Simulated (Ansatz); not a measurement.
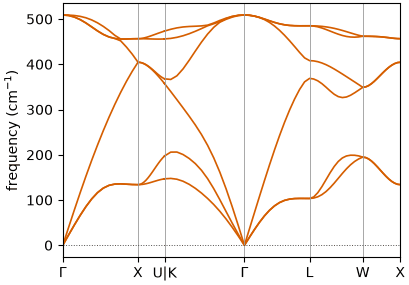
Phonon dispersion of Si (diamond, Fd-3m), the program Ansatz at the PBEsol level (PAW); imaginary frequencies are drawn negative

### Question
Is this phase dynamically stable?

### Answer
Yes, on this path no branch is imaginary.

### Question
How high does the spectrum reach?

### Answer
About 510 cm⁻¹ (15.3 THz).

Symmetry was held in the PBEsol relaxation.

Potentials: the later of the program's two PAW sets.
